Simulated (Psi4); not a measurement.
**CuCl (cuprous chloride), step by step**

Wanted: a geometry optimisation (singlet CuCl, wB97X-D/def2-SVPD), then the energy (doublet CuCl+, U-wB97X-D/def2-SVPD), then a structure relaxation (doublet CuCl+, U-wB97X-D/def2-SVPD), then a single-point energy (doublet CuCl−, U-wB97X-D/def2-SVPD), then a structure relaxation (doublet CuCl−, U-wB97X-D/def2-SVPD), then a structure relaxation (doublet CuCl−, U-wB97X-D/def2-SVPD) of ClCu. 

Program for the calculation: Psi4 1.11.

### Step 1. The molecule

CuCl: 2 atoms, total charge 0, spin state singlet. SMILES: `[Cl][Cu]`. Geometry: relaxed at PBE0-D4/def2-TZVP. The run starts from this shape.

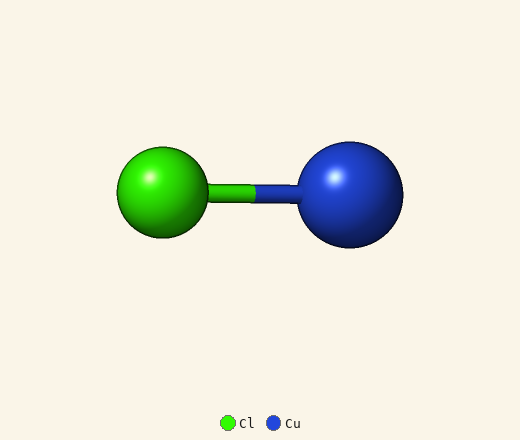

Viewed from a chosen angle; chlorine green, copper blue.

### Step 2. A geometry optimisation at wB97X-D/def2-SVPD (density fitting) (run 1)

The input, input.inp:

```
memory 1600 mb

molecule mol {
  0 1
  Cl     1.69754098    -0.65233346     0.84357374
  Cu    -1.64179406     0.53857195    -0.83601484
  units bohr
  symmetry c1
}

set globals {
  basis def2-SVPD
}

e, wfn = opt('wb97x-d', return_wfn=True)
```

Command:

```bash
$ psi4 -n 1 input.inp input.out
```

input.out:

```text
[...]
  Running in c1 symmetry.
[...]
  Nuclear repulsion =  125.667077138529848
[...]
  Multiplicity = 1
[...]
  Nalpha       = 23
  Nbeta        = 23
[...]
    Number of basis functions: 61
[...]
   @DF-RKS iter   1: -2098.25208759330462   -8.22858e-01   3.47924e-02 DIIS/ADIIS
[...]
   @DF-RKS iter   9: -2100.42661002048862   -6.36646e-12   5.33487e-09 DIIS
[...]
  @DF-RKS Final Energy: -2100.42661002048862
   => Energetics <=
    Nuclear Repulsion Energy =            124.3972049738180630
    One-Electron Energy =               -3171.1070572629578237
    Two-Electron Energy =                1017.1664444718393270
    DFT Exchange-Correlation Energy =     -70.8831677049922320
    Empirical Dispersion Energy =          -0.0000344981962849
    VV10 Nonlocal Energy =                  0.0000000000000000
    Total Energy =                      -2100.4266100204886243
[...]
 Multipole Moments:
 ------------------------------------------------------------------------------------
     Multipole            Electronic (a.u.)      Nuclear  (a.u.)        Total (a.u.)
 ------------------------------------------------------------------------------------
 L = 1.  Multiply by 2.5417464519 to convert [e a0] to [Debye]
 Dipole X            :         -0.0000000           -0.0000000           -0.0000000
 Dipole Y            :          0.0000000            0.0000000            0.0000000
 Dipole Z            :         -4.5721188            2.2551001           -2.3170186
 Magnitude           :                                                    2.3170186
[...]
  -Total Gradient:
     Atom            X                  Y                   Z
    ------   -----------------  -----------------  -----------------
       1       -0.000000000000    -0.000000000000     0.000378011100
       2        0.000000000000    -0.000000000000     0.000654866419
[...]
```

The script printed:

```text
Optimizer: Optimization complete!
```

It took 14 s on 1 thread of AMD EPYC 7R43 (Zen 3), shared host; peak memory 0.33 GiB.

The path in brief:

```csv
step,energy from the first frame kept (eV),largest force (eV/Å)
0,0.0000,0.3350
1,-0.0024,0.1682
2,-0.0030,0.0337
```

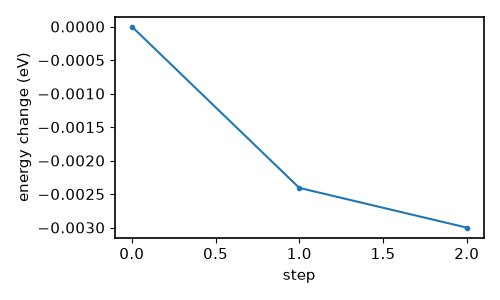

Energy along the run.

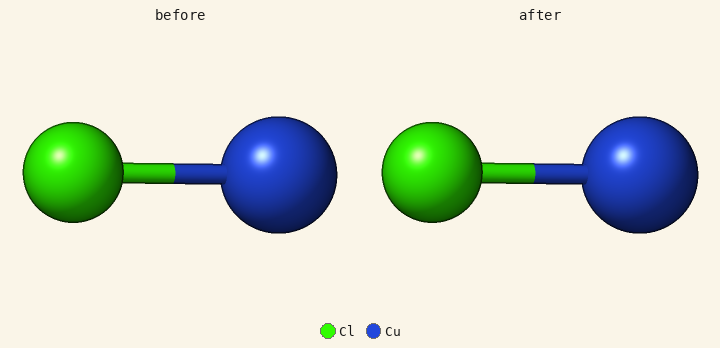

Before and after, at one scale.

After the run. Bond lengths: Cl1–Cu2 2.097 Å.

### Step 3. The doublet cation: the energy at U-wB97X-D/def2-SVPD (density fitting) (run 2)

The input, calc.in:

```
memory 1600 MB

molecule molecule1 {
  1 2
  Cl     0.909896    -0.349335     0.452232
  Cu    -0.875243     0.287298    -0.445641
  symmetry c1
}

set globals {
  basis def2-SVPD
  reference uks
}

e = energy("wb97x-d")
print_variables()
```

Command:

```bash
$ psi4 -n 1 calc.in calc.out
```

calc.out:

```text
[...]
  Running in c1 symmetry.
[...]
  Nuclear repulsion =  124.397206164339678
[...]
  Multiplicity = 2
[...]
  Nalpha       = 23
  Nbeta        = 22
[...]
    Number of basis functions: 61
[...]
   @DF-UKS iter   1: -2097.75614906079409   -3.57140e-01   3.54331e-02 DIIS/ADIIS
[...]
   @DF-UKS iter  12: -2100.05855591243562   -1.32759e-08   3.75779e-07 DIIS
[...]
   @S^2 Observed:                7.547186506E-01
[...]
  @DF-UKS Final Energy: -2100.05855591243562
   => Energetics <=
    Nuclear Repulsion Energy =            124.3972061643396785
    One-Electron Energy =               -3156.3545910827278931
    Two-Electron Energy =                1002.5923646702331098
    DFT Exchange-Correlation Energy =     -70.6935011660860937
    Empirical Dispersion Energy =          -0.0000344981943081
    VV10 Nonlocal Energy =                  0.0000000000000000
    Total Energy =                      -2100.0585559124356223
[...]
 Multipole Moments:
 ------------------------------------------------------------------------------------
     Multipole            Electronic (a.u.)      Nuclear  (a.u.)        Total (a.u.)
 ------------------------------------------------------------------------------------
 L = 1.  Multiply by 2.5417464519 to convert [e a0] to [Debye]
 Dipole X            :         -0.0000000           -0.0000000           -0.0000000
 Dipole Y            :          0.0000000            0.0000000            0.0000000
 Dipole Z            :         -3.4723264            2.2551001           -1.2172262
 Magnitude           :                                                    1.2172262
[...]
```

Wall time 6.3 s (1 thread of AMD EPYC 7R43 (Zen 3), shared host); peak memory 0.3 GiB.

### Step 4. The doublet cation: a structure relaxation at U-wB97X-D/def2-SVPD (density fitting) (run 3)

The input, clcu.py:

```python
import psi4

psi4.set_memory(1600000000)
psi4.set_num_threads(1)
psi4.set_output_file('clcu.out', False)

mol = psi4.geometry("""
1 2
Cl     0.909896    -0.349335     0.452232
Cu    -0.875243     0.287298    -0.445641
units angstrom
symmetry c1
""")

psi4.set_options({
    'basis': 'def2-SVPD',
    'reference': 'uks',
    'geom_maxiter': 50,
})

E = psi4.optimize('wb97x-d')
print(f'wb97x-d energy: {E:.10f} Eh')
mol.save_xyz_file('final.xyz', False)
```

Command:

```bash
$ python clcu.py
```

clcu.out:

```text
[...]
  Running in c1 symmetry.
[...]
  Nuclear repulsion =  124.397206164339678
[...]
  Multiplicity = 2
[...]
  Nalpha       = 23
  Nbeta        = 22
[...]
    Number of basis functions: 61
[...]
   @DF-UKS iter   1: -2097.75614906079409   -3.57140e-01   3.54331e-02 DIIS/ADIIS
[...]
   @DF-UKS iter   9: -2100.05871804089293   -3.63798e-12   7.68901e-09 DIIS
[...]
   @S^2 Observed:                7.546667679E-01
[...]
  @DF-UKS Final Energy: -2100.05871804089293
   => Energetics <=
    Nuclear Repulsion Energy =            122.6758928571546363
    One-Electron Energy =               -3153.0918490343310623
    Two-Electron Energy =                1001.0508091117890217
    DFT Exchange-Correlation Energy =     -70.6935334762670635
    Empirical Dispersion Energy =          -0.0000374992389148
    VV10 Nonlocal Energy =                  0.0000000000000000
    Total Energy =                      -2100.0587180408929271
[...]
  -Total Gradient:
     Atom            X                  Y                   Z
    ------   -----------------  -----------------  -----------------
       1       -0.000000000003     0.000000000000     0.000250039599
       2        0.000000000003     0.000000000000     0.000316547779
[...]
    Final optimized geometry and variables:
    Molecular point group: c1
    Full point group: C_inf_v
    Geometry (in Angstrom), charge = 1, multiplicity = 2:
    CL          -0.000000000000     0.000000000000     1.366998262129
    CU           0.000000000000    -0.000000000000    -0.759616501247
[...]
```

The script printed:

```text
Optimizer: Optimization complete!
wb97x-d energy: -2100.0587180409 Eh
```

It took 23 s on 1 thread of AMD EPYC 7R43 (Zen 3), shared host; peak memory 0.34 GiB.

Steps, from the record of the run:

```csv
step,energy from the first frame kept (eV),largest force (eV/Å)
0,0.0000,0.3084
1,-0.0029,0.1734
2,-0.0044,0.0301
3,-0.0044,0.0163
```

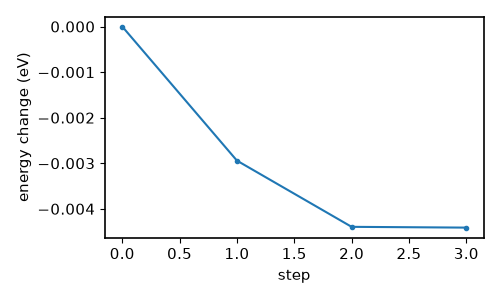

Energy along the run.

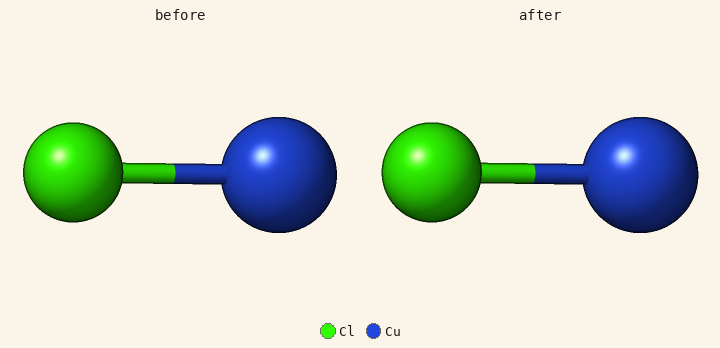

Before and after, at one scale.

After the run. Bond lengths: Cl1–Cu2 2.127 Å.

### Step 5. The doublet anion: the energy at U-wB97X-D/def2-SVPD (density fitting) (run 4)

The input, clcu.dat:

```
memory 1.6 GB

molecule {
  -1 2
  Cl     1.71945424    -0.66014748     0.85459462
  Cu    -1.65396956     0.54291454    -0.84213944
  units bohr
  symmetry c1
}

set {
  reference uks
}

E, wfn = energy('wb97x-d/def2-SVPD', return_wfn=True)
print_variables()
```

Command:

```bash
$ psi4 clcu.dat clcu.out -n 1
```

clcu.out:

```text
[...]
  Running in c1 symmetry.
[...]
  Nuclear repulsion =  124.397206322278095
[...]
  Multiplicity = 2
[...]
  Nalpha       = 24
  Nbeta        = 23
[...]
    Number of basis functions: 61
[...]
   @DF-UKS iter   1: -2098.08693429445384   -6.87926e-01   3.53699e-02 ADIIS/DIIS
[...]
   @DF-UKS iter  13: -2100.46551496099210   -1.54876e-07   7.19418e-07 DIIS
[...]
   @S^2 Observed:                7.527281264E-01
[...]
  @DF-UKS Final Energy: -2100.46551496099210
   => Energetics <=
    Nuclear Repulsion Energy =            124.3972063222780946
    One-Electron Energy =               -3180.8844572372590846
    Two-Electron Energy =                1026.9527624331713014
    DFT Exchange-Correlation Energy =     -70.9309919809882814
    Empirical Dispersion Energy =          -0.0000344981940459
    VV10 Nonlocal Energy =                  0.0000000000000000
    Total Energy =                      -2100.4655149609920954
[...]
 Multipole Moments:
 ------------------------------------------------------------------------------------
     Multipole            Electronic (a.u.)      Nuclear  (a.u.)        Total (a.u.)
 ------------------------------------------------------------------------------------
 L = 1.  Multiply by 2.5417464519 to convert [e a0] to [Debye]
 Dipole X            :         -0.0000000           -0.0000000           -0.0000000
 Dipole Y            :          0.0000000           -0.0000000            0.0000000
 Dipole Z            :         -2.1384501            2.2551001            0.1166501
 Magnitude           :                                                    0.1166501
[...]
```

Wall time 6.3 s (1 thread of AMD EPYC 7R43 (Zen 3), shared host); peak memory 0.3 GiB.

### Step 6. The doublet anion: a geometry optimisation at U-wB97X-D/def2-SVPD (density fitting) (run 5)

The input, job.dat:

```
memory 1600 mb

molecule {
  -1 2
  Cl     0.909896    -0.349335     0.452232
  Cu    -0.875243     0.287298    -0.445641
  units angstrom
  symmetry c1
}

set reference uks
set geom_maxiter 50

e, wfn = optimize("wb97x-d/def2-SVPD", return_wfn=True)
```

Command:

```bash
$ psi4 job.dat job.out -n 1
```

job.out:

```text
Psi4 1.11 release

gradient() will perform analytic gradient computation.

   => Loading Basis Set <=

    Name: DEF2-SVPD
    Role: ORBITAL
    Keyword: BASIS

   => WB97X-D: Empirical Dispersion <=

    Chai and Head-Gordon Dispersion Correction

        s6 =       1.000000

[... 163 lines left out ...]
   @DF-UKS iter   9: -2100.46549198642742   -2.68965e-05   2.13987e-05 DIIS
[... 101 lines left out ...]
 Dipole Y            :         -0.0000000            0.0000000           -0.0000000
[... 273 lines left out ...]
   @DF-UKS iter  12: -2100.46790029297836   -4.11546e-10   2.58525e-07 DIIS
[... 178 lines left out ...]
	   Step    Total Energy     Delta E     Max Force     RMS Force      Max Disp      RMS Disp
[... 106 lines left out ...]
PsiException: Could not converge SCF iterations in 100 iterations.
[... 1 line left out ...]
  Failed to converge.
[... 1 line left out ...]
psi4.driver.p4util.exceptions.SCFConvergenceError: Could not converge SCF iterations in 100 iterations.

Printing out the relevant lines from the Psithon --> Python processed input file:
      symmetry c1
    """)
    core.IO.set_default_namespace("")
    core.set_global_option("REFERENCE", "uks")
    core.set_global_option("GEOM_MAXITER", 50)
--> e, wfn = optimize("wb97x-d/def2-SVPD", return_wfn=True)

!-------------------------------------------------------!
!                                                       !
!  Could not converge SCF iterations in 100 iterations. !
!                                                       !
!-------------------------------------------------------!

    Psi4 run time: 0:00:52.51

[set-up sections that repeat, and orbital energies of the middle runs, are left out above]
```

It took 55 s on 1 thread of AMD EPYC 7R43 (Zen 3), shared host; peak memory 0.34 GiB.

No converged result was reached.

### Step 7. The doublet anion: a structure relaxation at U-wB97X-D/def2-SVPD (density fitting) (run 6)

Edit job.dat of step 6 so:

```diff
@@ -12,2 +12,6 @@
 set geom_maxiter 50
+set level_shift 0.3
+set level_shift_cutoff 1e-09
+set d_convergence 1e-06
+set maxiter 150
```

Command:

```bash
$ psi4 job.dat job.out -n 1
```

job.out:

```text
[...]
  Running in c1 symmetry.
[...]
  Nuclear repulsion =  124.397206164339678
[...]
  Multiplicity = 2
[...]
  Nalpha       = 24
  Nbeta        = 23
[...]
    Number of basis functions: 61
[...]
   @DF-UKS iter   1: -2098.08693504546636   -6.87926e-01   3.53699e-02 DIIS/ADIIS/SHIFT
[...]
   @DF-UKS iter   3: -2100.46790147182310   -4.37012e-09   5.72151e-07 DIIS/SHIFT
[...]
   @S^2 Observed:                7.527875736E-01
[...]
  @DF-UKS Final Energy: -2100.46790147182310
   => Energetics <=
    Nuclear Repulsion Energy =            117.4534542059088977
    One-Electron Energy =               -3167.2715886515070451
    Two-Electron Energy =                1020.2749845290920803
    DFT Exchange-Correlation Energy =     -70.9247029127107709
    Empirical Dispersion Energy =          -0.0000486426063713
    VV10 Nonlocal Energy =                  0.0000000000000000
    Total Energy =                      -2100.4679014718230974
[...]
  -Total Gradient:
     Atom            X                  Y                   Z
    ------   -----------------  -----------------  -----------------
       1        0.000000000000    -0.000000000000     0.000390286319
       2       -0.000000000001    -0.000000000000     0.000464602918
[...]
    Final optimized geometry and variables:
    Molecular point group: c1
    Full point group: C_inf_v
    Geometry (in Angstrom), charge = -1, multiplicity = 2:
    CL          -0.000000000000     0.000000000000     1.427780336258
    CU           0.000000000000    -0.000000000000    -0.793392013453
    Psi4 run time: 0:00:32.03
[...]
```

Standard output:

```text
Optimizer: Optimization complete!
```

Wall time 34 s (1 thread of AMD EPYC 7R43 (Zen 3), shared host); peak memory 0.34 GiB.

The path in brief:

```csv
step,energy from the first frame kept (eV),largest force (eV/Å)
0,0.0000,1.2005
1,-0.0431,0.6875
2,-0.0639,0.1785
3,-0.0649,0.0592
4,-0.0649,0.0306
5,-0.0649,0.0239
```

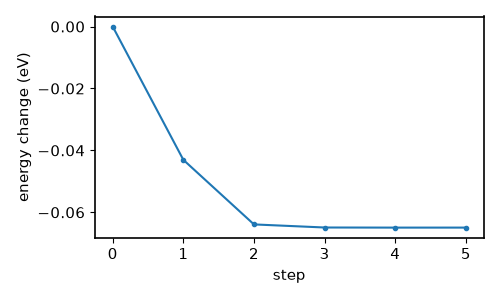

Energy along the run.

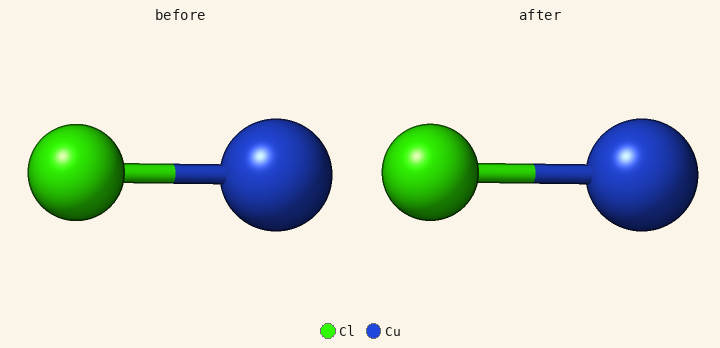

Before and after, at one scale.

After the run. Bond lengths: Cl1–Cu2 2.221 Å.

### Step 8. Results

```
                                                               quantity                      value
                      run 1, wB97X-D/def2-SVPD: total energy at the end             -2100.42661 Eh
                                run 1, wB97X-D/def2-SVPD: dipole moment                     5.89 D
                                  run 1, wB97X-D/def2-SVPD: HOMO energy                   -9.24 eV
                                  run 1, wB97X-D/def2-SVPD: LUMO energy                   -1.17 eV
                                run 1, wB97X-D/def2-SVPD: HOMO–LUMO gap                    8.07 eV
                                  run 1, wB97X-D/def2-SVPD: bond length                    2.097 Å
                            run 1, wB97X-D/def2-SVPD: dispersion energy               -0.09 kJ/mol
                                    doublet cation, run 2: total energy             -2100.05856 Eh
              doublet cation, run 2: HOMO energy (highest over α and β)                  -17.35 eV
               doublet cation, run 2: LUMO energy (lowest over α and β)                  -10.88 eV
                               doublet cation, run 2: dispersion energy               -0.09 kJ/mol
                                            doublet cation, run 2: ⟨S²⟩                      0.755
                         doublet cation, run 3: total energy at the end             -2100.05872 Eh
              doublet cation, run 3: HOMO energy (highest over α and β)                  -17.33 eV
               doublet cation, run 3: LUMO energy (lowest over α and β)                  -10.86 eV
                                     doublet cation, run 3: bond length                    2.127 Å
                               doublet cation, run 3: dispersion energy               -0.10 kJ/mol
                                            doublet cation, run 3: ⟨S²⟩                      0.755
                                     doublet anion, run 4: total energy             -2100.46551 Eh
               doublet anion, run 4: HOMO energy (highest over α and β)                   -0.80 eV
                doublet anion, run 4: LUMO energy (lowest over α and β)                    4.53 eV
                                doublet anion, run 4: dispersion energy               -0.09 kJ/mol
                                             doublet anion, run 4: ⟨S²⟩                      0.753
                          doublet anion, run 6: total energy at the end             -2100.46790 Eh
               doublet anion, run 6: HOMO energy (highest over α and β)                   -0.95 eV
                                      doublet anion, run 6: bond length                    2.221 Å
                                                   doublet anion, run 5  no result (not converged)
 adiabatic electron affinity (to the doublet anion, no zero-point term)                   1.124 eV
adiabatic ionisation energy (to the doublet cation, no zero-point term)                  10.011 eV
```

The adiabatic electron affinity (to the doublet anion, no zero-point term) is 1.12 eV (26 kcal/mol). The adiabatic ionisation energy (to the doublet cation, no zero-point term) is 10.01 eV (231 kcal/mol). The optimisation (run 1, wB97X-D/def2-SVPD) took 3 steps and changed the energy by -0.003 eV. The optimisation (doublet cation, run 3) took 4 steps and changed the energy by -0.004 eV. The optimisation (doublet anion, run 6) took 6 steps and changed the energy by -0.065 eV. 1 of the 6 runs did not end normally.
